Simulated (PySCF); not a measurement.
System: BH4K.

Input file:

```
{"job": {"kind": "inter", "xc": "wB97M-D3(BJ)", "basis": "def2-TZVPD", "pairs": false}, "charge": 0, "multiplicity": 1, "parts": [{"atoms": "0-0", "charge": 1, "multiplicity": 1}, {"atoms": "1-5", "charge": -1, "multiplicity": 1}]}
K      0.259042     0.394456     0.406417
B     -0.430792    -1.245438     2.614141
H      0.702757    -1.220357     2.069468
H     -0.889726    -2.376970     2.493883
H     -1.219593    -0.439706     2.055800
H     -0.300998    -0.907195     3.786060
```

Run with:

```sh
OMP_NUM_THREADS=1 python cluster_run.py task.json out
```

Geometry: PBE0-D3(BJ)/def2-SVPD.

Theory: wB97M-D3(BJ)/def2-TZVPD, SCF density, gas phase (PySCF).

Question: Predict the electron density and electron localisation function between the atoms.

Answer: K–B (2.84 Å): ρ at the midpoint is about 0.15 e/Å³; the ELF peaks at about 0.55 in the valence shell of B, 0.9 Å from its nucleus, and is about 0.10 at the midpoint.
K–H (2.36 Å): ρ is about 0.19 e/Å³ halfway; the ELF climbs to about 1 towards the hydrogen.

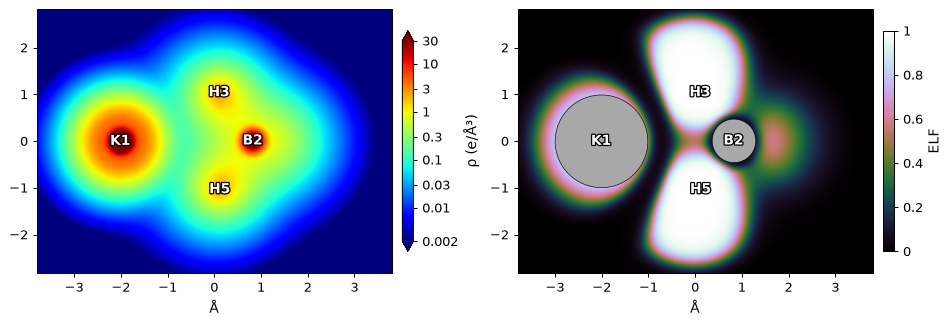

Computed electron density and electron localisation function on the plane of atoms K1, H3 and B2, in this order. Grey discs cover the atomic cores in the ELF map. 
